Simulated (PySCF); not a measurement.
SMILES F[SiH2]c1ccc([SiH2]F)cc1 (C6H8F2Si2) at its GFN2-xTB optimised geometry (Å):

```
18

Si    -2.9456    -2.1066     5.4575
F     -2.5373    -3.6666     5.4557
C     -2.2248    -1.3431     3.8968
C     -1.4833    -2.1003     2.9913
C     -0.9580    -1.5307     1.8483
C     -1.1506    -0.1811     1.5609
C     -1.8919     0.5762     2.4665
C     -2.4172     0.0066     3.6095
Si    -0.4302     0.5825     0.0000
F     -0.8426     2.1414     0.0000
H     -2.3468    -1.5666     6.6708
H     -4.4023    -2.1030     5.4587
H     -1.3187    -3.1497     3.1896
H     -0.3867    -2.1414     1.1627
H     -2.0566     1.6256     2.2681
H     -2.9885     0.6172     4.2951
H     -1.0265     0.0396    -1.2132
H      1.0265     0.5825     0.0000
```

Level of theory: B3LYP/def2-SVP run with PySCF.

Map of the electrostatic potential (hartree/e), clipped to [-0.08, 0.12] on the plane z = 1.0 Å:

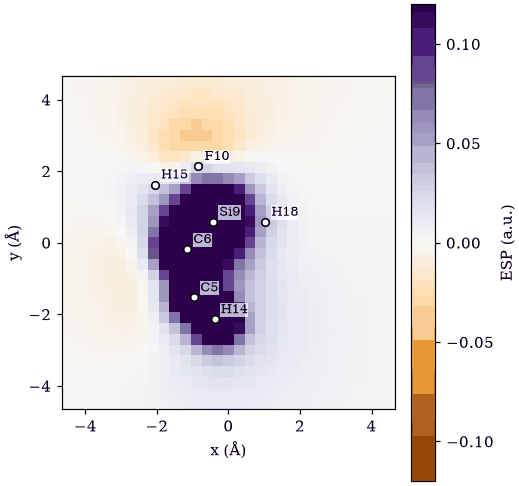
Fig. 1. Electrostatic potential (hartree/e), clipped to [-0.08, 0.12] on the plane z = 1.0 Å.
